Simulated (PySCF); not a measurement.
Zn(iPr)2, SMILES C[CH](C)[Zn][CH](C)C, singlet at its GFN2-xTB optimised geometry (Å):

```
21

Zn    -0.4789    -1.1037     0.0000
C     -2.1436     0.1589     0.0000
C     -1.7984     1.2654    -0.9948
C     -2.3236     0.7473     1.3974
H     -3.0934    -0.2868    -0.3051
H     -2.5674     2.0431    -0.9864
H     -0.8501     1.7432    -0.7423
H     -1.7286     0.8766    -2.0106
H     -2.6381    -0.0152     2.1086
H     -3.0866     1.5309     1.3863
H     -1.3984     1.1962     1.7614
C      1.6104    -1.1037     0.0000
C      2.0105    -0.0492     1.0301
C      2.1005    -0.6944    -1.3871
H      2.0993    -2.0431     0.2689
H      3.0934     0.1040     1.0220
H      1.5442     0.9135     0.8130
H      1.7241    -0.3514     2.0373
H      1.8852    -1.4663    -2.1245
H      3.1820    -0.5316    -1.3776
H      1.6323     0.2347    -1.7152
```

Calculation: PySCF 2.14.0 with CAM-B3LYP/def2-SVP. Cells within 0.4 Å of a nucleus heavier than hydrogen are left out (blank, or x).

Map of the electrostatic potential (hartree/e), clipped to [-0.08, 0.12] on the plane z = 0.0 Å:

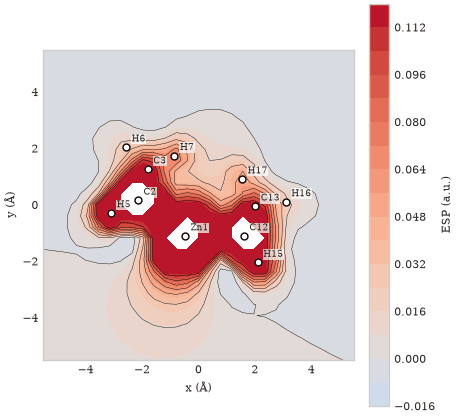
Fig. 1. Electrostatic potential (hartree/e), clipped to [-0.08, 0.12] on the plane z = 0.0 Å.
